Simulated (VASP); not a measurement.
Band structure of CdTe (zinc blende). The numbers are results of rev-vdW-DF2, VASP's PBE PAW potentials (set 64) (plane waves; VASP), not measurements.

Unless said otherwise, spin-orbit coupling is left out, though it shifts the bands of the heavy elements here.

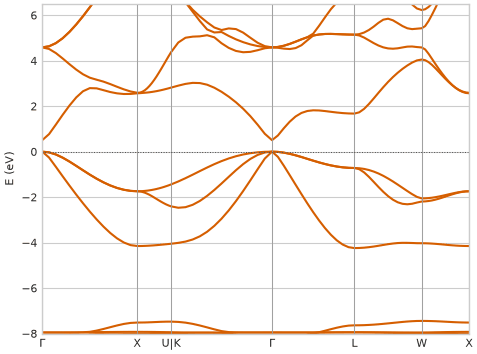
Figure: Bands along high-symmetry lines, zero at the valence-band maximum or, without a gap, the Fermi level

Q: Read the plot: is there a gap, and where are the band edges?

A: The gap is direct, 0.50 eV, from the valence maximum at Γ to the conduction minimum at Γ. (Edges off the drawn lines would not show.)

Measured: gap 1.63 eV (computed value off by -1.13 eV), as given by Anna Miglio et al., npj Computational Materials (2020), arXiv:2011.12765 [zero-point renormalisation of 16 meV (experimental, the table's column) added back].

The compound is CdTe in the zinc blende structure. It was relaxed first.
